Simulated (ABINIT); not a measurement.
# CdS (Hawleyite): a self-consistent loop beyond G0W0, cycle by cycle

Aim: iterate the self-energy on CdS (Hawleyite) and follow the gap from cycle to cycle.

Calculated with ABINIT 10.8.3; PBE and many-body steps on it, plane waves.

**What was measured.**

- Gap 2.42 eV: optical gap from inflexion point of photoacoustic spectrum, as-grown film; photoacoustic spectroscopy; film (as-grown chemical bath deposited film, about 0.25 um thick, deposited at 80 C) (“Study of the band--gap shift in CdS films: Influence of thermal annealing in different atmospheres”, 1995, arxiv:cond-mat/9501125).

### 1. Starting point

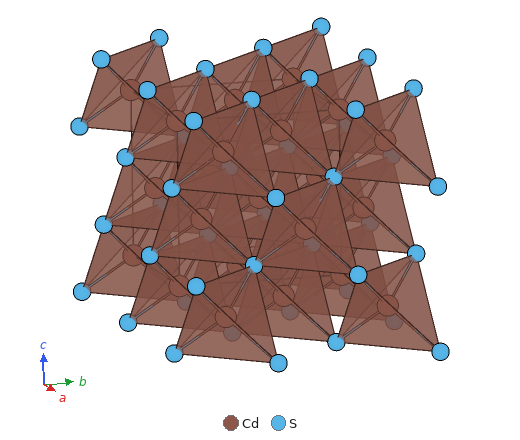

Start, viewed slightly off an axis; cadmium brown, sulfur blue. 2×1×1 cells are drawn. This picture shows the conventional cell, with its axes. Some periodic images of atoms are drawn too.

The cell and positions come from the Crystallography Open Database and are kept as given unless a step says otherwise.

### 2. Empty states on the mesh, 4×4×4 mesh, 62 bands

This step: ABINIT 10.8.3; DFT, PBE, plane waves, norm-conserving pseudopotentials.

The sums over transitions need many empty states on a uniform mesh; this step solves for them.

run.abi reads:

```
acell 3*1.0 Angstrom
rprim 
  -0.000000000000 2.916500000000 2.916500000000
  2.916500000000 0.000000000000 2.916500000000
  2.916500000000 2.916500000000 -0.000000000000
ntypat 2
znucl 48 16
natom 2
typat 1 2
xred 
  0.000000000000 0.000000000000 0.000000000000
  0.250000000000 0.250000000000 0.250000000000
pp_dirpath "pseudos"
pseudos "Cd.upf, S.upf"
ecut 47
ngkpt 4 4 4
nshiftk 1
shiftk 0 0 0
kptopt 1
chksymbreak 0
iscf -2
irdden 1
istwfk *1
nband 62
nbdbuf 4
tolwfr 1e-09
nstep 60
prtvol 0
indata_prefix "in"
outdata_prefix "out"
tmpdata_prefix "tmp"
```

Started as:

```
$ OMP_NUM_THREADS=1 mpirun -n 4 abinit run.abi > log
```

Numbers of over 12 decimals in the logs are rounded to 6 here.

The program printed:

```text
.Version 10.8.3 of ABINIT. v10.8.2 released Aug 2026.

 Symmetries : space group F-4 3 m (#216); Bravais cF (face-center cubic)
[... echo of the input left out ...]
== DATASET  1 ==================================================================
-   mpi_nproc: 4, omp_nthreads: 1 (-1 if OMP is not activated)

--- !DatasetInfo
iteration_state: {dtset: 1, }
dimensions: {natom: 2, nkpt: 8, mband: 62, nsppol: 1, nspinor: 1, nspden: 1, mpw: 5180, }
cutoff_energies: {ecut:  47.0, pawecutdg:  -1.0, }
[...]
1.49870    1.51317    1.61064    1.61064    1.61064    1.64280    1.64280    1.64280
   1.66692    1.66692    1.66692    1.71571    1.71571    1.71571    1.74556    1.74556
   1.74556    1.84690    1.91882    1.91883    1.92085    1.97942
 prteigrs : prtvol=0 or 1, do not print more k-points.

== END DATASET(S) ==============================================================
================================================================================

 -outvars: echo values of variables after computation  --------
            nband          62
             nkpt           8
          spgroup         216
 [... the other variables as echoed above ...]

 Calculation completed.
```

The job ended after 41 s (4 MPI ranks of Intel Xeon at 2.80GHz (Skylake/Cascade Lake), shared host; peak memory 0.35 GiB; 2.3 min of CPU time).

This step gave:

```yaml
gap: 1.145 eV
k_of_the_valence_top: 0, 0, 0
k_of_the_conduction_bottom: 0, 0, 0
least_direct_gap: 1.145 eV
k_points_computed: 8
lowest_point_of_the_top_converged_band_above_the_valence_top: 45.89 eV
```

On this mesh the gap is 1.145 eV.

The density comes from a self-consistent run that is not shown.

### 3. Screening, 4×4×4 mesh, 58 bands, screening to 106.1 eV

The RPA dielectric matrix is built and inverted for each q.

This step: RPA screening on PBE, plane waves, norm-conserving pseudopotentials.

run.abi, as its differences from that of step 2:

```diff
@@ -20,10 +20,11 @@
 chksymbreak 0
-iscf -2
-irdden 1
 istwfk *1
-nband 62
-nbdbuf 4
-tolwfr 1e-09
-nstep 60
-prtvol 0
+occopt 1
+irdwfk 1
+optdriver 3
+nband 58
+ecuteps 3.9
+inclvkb 2
+awtr 1
+symchi 1
 indata_prefix "in"
```

The program printed:

```text
.Version 10.8.3 of ABINIT. v10.8.2 released Aug 2026.

 Symmetries : space group F-4 3 m (#216); Bravais cF (face-center cubic)
[... echo of the input left out ...]
== DATASET  1 ==================================================================
-   mpi_nproc: 4, omp_nthreads: 1 (-1 if OMP is not activated)

--- !DatasetInfo
iteration_state: {dtset: 1, }
dimensions: {natom: 2, nkpt: 8, mband: 58, nsppol: 1, nspinor: 1, nspden: 1, mpw: 5180, }
cutoff_energies: {ecut:  47.0, pawecutdg:  -1.0, }
electrons: {nelect:   2.60000000E+01, charge:   0.00000000E+00, occopt:   1.00000000E+00, tsmear:   1.00000000E-02, }

 SCREENING: Calculation of the susceptibility and dielectric matrices

 Based on a program developped by R.W. Godby, V. Olevano, G. Onida, and L. Reining.
 Incorporated in ABINIT by V. Olevano, G.-M. Rignanese, and M. Torrent.
.Using double precision arithmetic ; gwpc =  8

[... cell and pseudopotentials left out ...]
--------------------------------------------------------------------------------

 ==== K-mesh for the wavefunctions ====
 Number of points in the irreducible wedge :     8
[... list of points left out ...]
 Together with 24 symmetry operations and time-reversal symmetry
 yields    64 points in the full Brillouin Zone.

 ==== Q-mesh for the screening function ====
 Number of points in the irreducible wedge :     8
[... list of points left out ...]
 Together with 24 symmetry operations and time-reversal symmetry
 yields    64 points in the full Brillouin Zone.

 setmesh: FFT mesh size selected  =    32x   32x   32
          total number of points  =        32768

 vcoul_init : cutoff-mode = AUXILIARY_FUNCTION
 q-points for optical limit:   1
     1)      0.000010    0.000020    0.000030

- screening: taking advantage of time-reversal symmetry
- Maximum band index for partially occupied states nbvw = 13
- Remaining bands to be divided among processors   nbcw = 45
- Number of bands treated by each node ~11

 Number of electrons calculated from density =   26.0000; Expected =   26.0000
 average of density, n =  0.077653
 r_s =    1.4541
 omega_plasma =   26.8804 [eV]

 calculating chi0 at frequencies [eV] :
  1    0.000000E+00    0.000000E+00
  2    0.000000E+00    2.688042E+01

--------------------------------------------------------------------------------
  q-point number  1        q = ( 0.000000, 0.000000, 0.000000) [r.l.u.]
--------------------------------------------------------------------------------
[... chi0 elements left out ...]
 For q-point:  0.000010 0.000020 0.000030
  dielectric constant =  11.0517
  dielectric constant without local fields =  11.7482

  Average fulfillment of the sum rule on Im[epsilon] for q-point    1 :     42.27  [%]
[... wings left out ...]
  q-point number  2        q = ( 0.250000, 0.000000, 0.000000) [r.l.u.]
--------------------------------------------------------------------------------
[... chi0 elements left out ...]
  Average fulfillment of the sum rule on Im[epsilon] for q-point    2 :     57.22  [%]

 [... 6 further q-points ...]
```

Elapsed: 80 s, on 4 MPI ranks; peak memory 0.84 GiB.

Numbers from this step:

* ε∞ with local fields, on this mesh, along the program's q direction: 11.05
* the same without local fields: 11.75
* plasma frequency: 26.88 eV
* plane waves in the screening matrix: 137

Local fields lower ε∞ by 6 %. On a Γ-centred mesh this coarse the value itself is usually too large, while a short band sum pulls it down.

### 4. G0W0

The self-energy is evaluated for the states that the input lists, and the levels follow from it, in one-shot runs by the linearised quasiparticle equation.

This step: G0W0 on PBE, plane waves, norm-conserving pseudopotentials.

run.abi, as its differences from that of step 3:

```diff
@@ -23,8 +23,15 @@
 irdwfk 1
-optdriver 3
+optdriver 4
 nband 58
+gwcalctyp 0
+ecutsigx 47
+symsigma 1
+nkptgw 1
+kptgw 
+  0.0000000000 0.0000000000 0.0000000000
+bdgw 
+  11 17
 ecuteps 3.9
-inclvkb 2
-awtr 1
-symchi 1
+irdscr 1
+ppmodel 1
 indata_prefix "in"
```

The program printed:

```text
.Version 10.8.3 of ABINIT. v10.8.2 released Aug 2026.

 Symmetries : space group F-4 3 m (#216); Bravais cF (face-center cubic)
[... echo of the input left out ...]
== DATASET  1 ==================================================================
-   mpi_nproc: 4, omp_nthreads: 1 (-1 if OMP is not activated)

--- !DatasetInfo
iteration_state: {dtset: 1, }
dimensions: {natom: 2, nkpt: 8, mband: 58, nsppol: 1, nspinor: 1, nspden: 1, mpw: 5180, }
cutoff_energies: {ecut:  47.0, pawecutdg:  -1.0, }
electrons: {nelect:   2.60000000E+01, charge:   0.00000000E+00, occopt:   1.00000000E+00, tsmear:   1.00000000E-02, }

 SIGMA: Calculation of the GW corrections

 Based on a program developped by R.W. Godby, V. Olevano, G. Onida, and L. Reining.
 Incorporated in ABINIT by V. Olevano, G.-M. Rignanese, and M. Torrent.
.Using double precision arithmetic ; gwpc =  8

[... cell and pseudopotentials left out ...]
--------------------------------------------------------------------------------

 ==== K-mesh for the wavefunctions ====
 Number of points in the irreducible wedge :     8
[... list of points left out ...]
 Together with 24 symmetry operations and time-reversal symmetry
 yields    64 points in the full Brillouin Zone.

 ==== Q-mesh for screening function ====
 Number of points in the irreducible wedge :     8
[... list of points left out ...]
 Together with 24 symmetry operations and time-reversal symmetry
 yields    64 points in the full Brillouin Zone.

 vcoul_init : cutoff-mode = AUXILIARY_FUNCTION
 q-points for optical limit:   1
     1)      0.000010    0.000020    0.000030
 setmesh: FFT mesh size selected  =    50x   50x   50
          total number of points  =       125000

 Number of electrons calculated from density =   26.0000; Expected =   26.0000
 average of density, n =  0.077653
 r_s =    1.4541
 omega_plasma =   26.8804 [eV]

 === KS Band Gaps ===
  >>>> For spin  1
   Minimum direct gap =   1.1447 [eV], located at k-point      :   0.0000  0.0000  0.0000
   Fundamental gap    =   1.1447 [eV], Top of valence bands at :   0.0000  0.0000  0.0000
                                       Bottom of conduction at :   0.0000  0.0000  0.0000
 SIGMA fundamental parameters:
 PLASMON POLE MODEL  1
 number of plane-waves for SigmaX                 5065
 number of plane-waves for SigmaC and W            137
 number of plane-waves for wavefunctions          5065
 number of bands                                    58
 number of independent spin polarizations            1
 number of spinorial components                      1
 number of k-points in IBZ                           8
 number of q-points in IBZ                           8
 number of symmetry operations                      24
 number of k-points in BZ                           64
 number of q-points in BZ                           64
 number of frequencies for dSigma/dE                 9
 frequency step for dSigma/dE [eV]                0.25
 number of omega for Sigma on real axis              0
 max omega for Sigma on real axis  [eV]           0.00
 zcut for avoiding poles [eV]                     0.10

 EPSILON^-1 parameters (SCR file):
 dimension of the eps^-1 matrix on file            137
 dimension of the eps^-1 matrix used               137
 number of plane-waves for wavefunctions          5065
 number of bands                                    58
 number of q-points in IBZ                           8
 number of frequencies                               2
 number of real frequencies                          1
 number of imag frequencies                          1

 matrix elements of self-energy operator (all in [eV])

 Perturbative Calculation

--- !SelfEnergy_ee
iteration_state: {dtset: 1, }
kpoint     : [   0.000,    0.000,    0.000, ]
spin       : 1
KS_gap     :    1.145
QP_gap     :    2.035
Delta_QP_KS:    0.890
data: !SigmaeeData |
     Band     E0 <VxcDFT>   SigX SigC(E0)      Z dSigC/dE  Sig(E)    E-E0       E
       11   4.366 -15.389 -18.420   2.464   0.783  -0.278 -15.833  -0.444   3.922
       12   4.366 -15.389 -18.420   2.464   0.783  -0.278 -15.833  -0.444   3.922
       13   4.366 -15.389 -18.420   2.464   0.783  -0.278 -15.833  -0.444   3.922
       14   5.511 -10.636  -6.668  -3.419   0.814  -0.229 -10.190   0.446   5.957
       15  10.897 -10.642  -5.801  -3.971   0.813  -0.231  -9.936   0.707  11.604
       16  10.897 -10.642  -5.801  -3.971   0.813  -0.231  -9.936   0.707  11.604
       17  10.897 -10.642  -5.801  -3.971   0.813  -0.231  -9.936   0.707  11.604

== END DATASET(S) ==============================================================
================================================================================

 -outvars: echo values of variables after computation  --------
           etotal      0.0000000000E+00
            nband          58
             nkpt           8
          spgroup         216
 [... the other variables as echoed above ...]

 Calculation completed.
```

Run time: 22 s. Hardware: 4 MPI ranks; peak memory 0.86 GiB; 38 s of CPU time.

This step gave:

```
G0W0 gap on the points computed              : 2.035 eV
starting gap on the mesh                     : 1.145 eV
k of the valence top                         : 0, 0, 0
k of the conduction bottom                   : 0, 0, 0
Z at the valence top                         : 0.783
Z at the conduction bottom                   : 0.814
least direct G0W0 gap on the computed points : 2.035 eV
```

The gap on the mesh goes from 1.14 eV to 2.03 eV, a correction of +0.89 eV.

[end of part 1 of 2]

[Paths, hosts, dates, memory and timing lines, banners, echoed tables and standing remarks are left out of the program output.]

[Logs are printed without paths, hosts, clocks, repeated set-up lines and the standing remarks that a program may print on its own settings, such as how far it seeks lower states.]

[Runs of the session that timed out or met a known fault of the program may be left out.]

[Hosts, paths, dates, database ids (printed as entryN), source tags and the programs' standing remarks are cut or masked in the printed files.]

[G0W0 gaps are taken among the corrected bands and points alone; a level outside them can change the order at an edge.]

[Where Ansatz stands beside ABINIT at settings called matched, ABINIT's density can come from a denser mesh and the files from another edition; pairs whose starting gaps differed by over 0.03 eV were left out, so agreement reads better than it is.]
